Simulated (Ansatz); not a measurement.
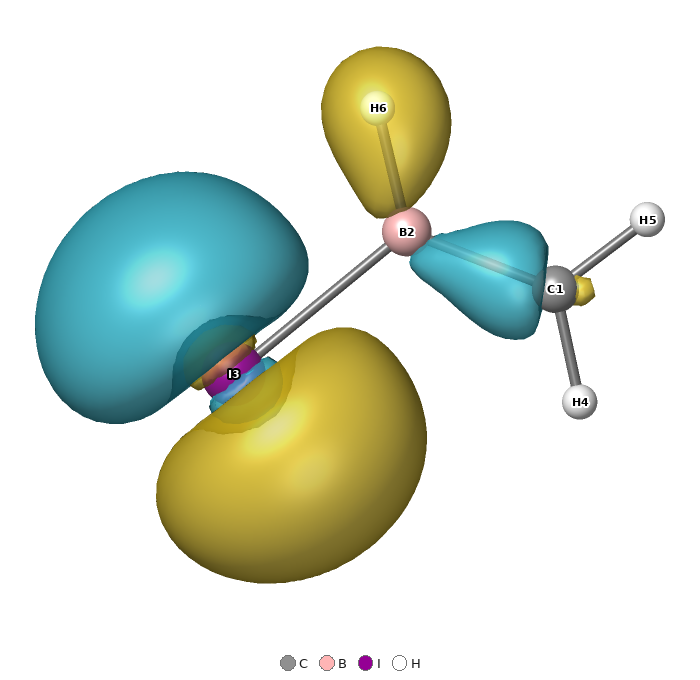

The picture shows: CH$_{3}$BI (SMILES [CH2]BI) (doublet). One frontier orbital at ±0.1 Å⁻³ᐟ² (yellow and cyan are the two phases), seen at a tilt.

Geometry: PBE0-D3(BJ)/def2-SVP; core potentials replace the inner electrons of I.

The calculation used isolated molecule in a Gaussian basis; Kohn-Sham density functional theory, functional PBE0 (Ansatz 0.2.0).

Input

```
crystal:
  periodic: [false, false, false]
  atoms:
    - symbol: C
      position_ang: [-0.372269, -0.558715, -0.591764]
    - symbol: B
      position_ang: [-0.126881, -0.774846, 0.888495]
    - symbol: I
      position_ang: [-0.727224, -2.609830, 1.790366]
    - symbol: H
      position_ang: [-0.848794, -1.302987, -1.238261]
    - symbol: H
      position_ang: [-0.078169, 0.370973, -1.092825]
    - symbol: H
      position_ang: [0.394448, 0.027415, 1.618249]
basis:
  gaussian:
    orbitals: def2-TZVPD
total_charge: 0
magnetization:
  spin_polarized: true
  initial_magnetization: 1
hamiltonian:
  xc: {name: PBE0}
output:
  forces: true
  orbitals: {seedname: orbitals}
```

Command:

```sh
ansatz run input.yaml --threads 1 --pin off --max-ram 2610MiB --events-out events.jsonl --progress --plain --runs-dir runs
```

### Which orbital is it: HOMO (β) or LUMO (β)?

The HOMO (β), at −7.43 eV. By Hirshfeld shares it lies mainly on I3 (about 90 %); it is symmetric in the molecular plane (an in-plane orbital: σ, lone-pair or in-plane π type); largely a lone pair of I3.
